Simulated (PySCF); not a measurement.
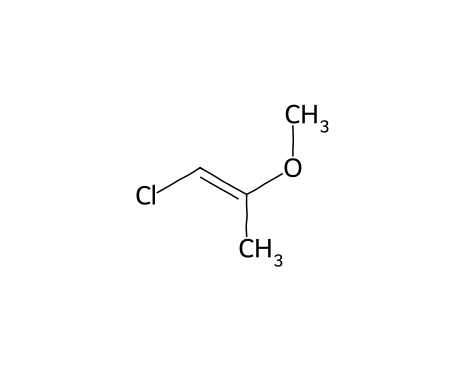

2D structure.

Question: Give its SMILES.

Answer: CO/C(C)=C/Cl

Question: Give the formula, hydrogens included.

Answer: C4H7ClO.

More results for the same structure follow; atom numbers are the same in all pictures, views and colours differ. The geometry was computed by an optimisation with GFN2-xTB. No frequency run is at hand to confirm it as a minimum.

**Polarisability**

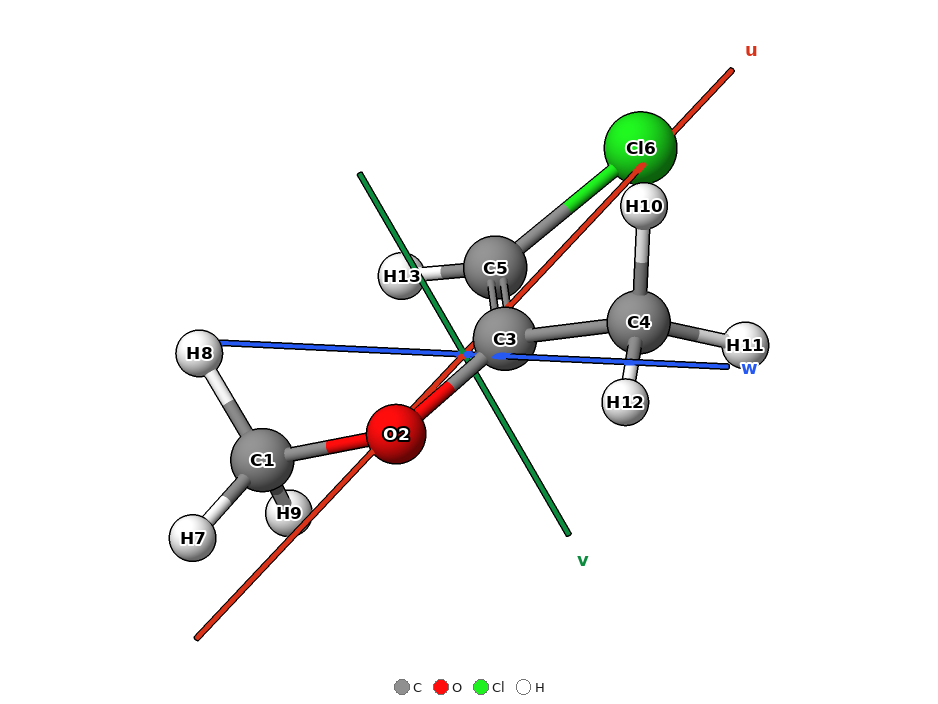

The lines u, v and w are the principal axes of the static dipole polarisability. No frequency run is at hand to confirm it as a minimum. Level of theory: PBE0/def2-SVPD (PySCF 2.14.0).

Question: Along which axis is the molecule most polarisable, and along which least?

Answer: Most along u (close to the long direction C1···Cl6), least along v.

Question: Give the three principal values.

Answer: u 86.2, v 50.7, w 68.6 bohr³; mean 68.5, anisotropy 30.8 bohr³.

**Quadrupole coupling**

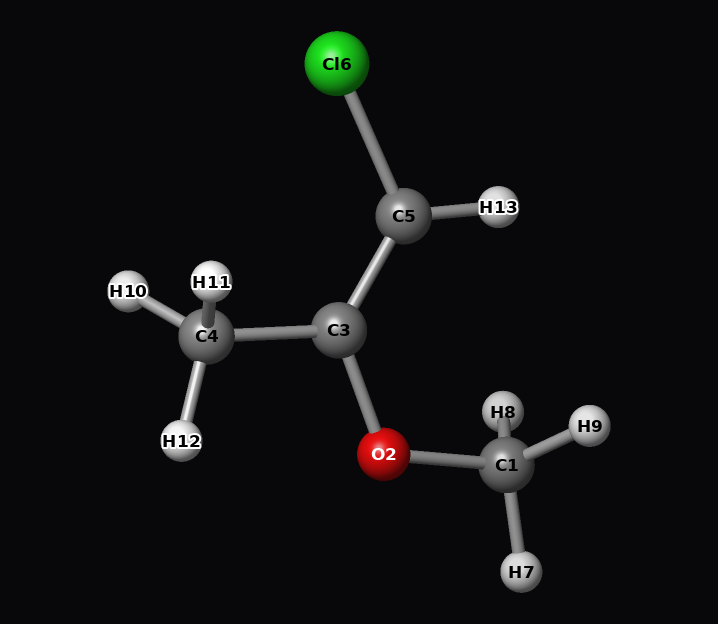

No frequency run is at hand to confirm it as a minimum. Electric field gradients from the ground-state density, PBE0/pcSseg-1 (PySCF 2.14.0), non-relativistic apart from any core potentials.

Give the largest field-gradient component, the quadrupole coupling constant and the asymmetry for 17O at O2 (Q = −25.6 mb), 35Cl at Cl6 (Q = −81.7 mb), 2H at H7 (Q = 2.86 mb), 2H at H8 (Q = 2.86 mb), 2H at H9 (Q = 2.86 mb), 2H at H10 (Q = 2.86 mb).

```tsv
atom	V_zz (a.u.)	e²qQ/h (MHz)	η
O2	1.890	−11.37	0.68
Cl6	3.925	−75.4	0.07
H7	0.304	0.205	0.07
H8	0.292	0.196	0.07
H9	0.292	0.196	0.07
H10	0.312	0.210	0.03
```

**Charges**

The questions are on Hirshfeld charges. No frequency run is at hand to confirm it as a minimum. Level of theory: PBE0/pcSseg-1, gas phase (PySCF 2.14.0).

List the Hirshfeld charges.

```json
{"atom": "C1", "value (e)": "−0.03"}
{"atom": "O2", "value (e)": "−0.10"}
{"atom": "C3", "value (e)": "0.07"}
{"atom": "C4", "value (e)": "−0.13"}
{"atom": "C5", "value (e)": "−0.10"}
{"atom": "Cl6", "value (e)": "−0.04"}
{"atom": "H7", "value (e)": "0.06"}
{"atom": "H8", "value (e)": "0.04"}
{"atom": "H9", "value (e)": "0.04"}
{"atom": "H10", "value (e)": "0.05"}
{"atom": "H11", "value (e)": "0.04"}
{"atom": "H12", "value (e)": "0.05"}
{"atom": "H13", "value (e)": "0.04"}
```
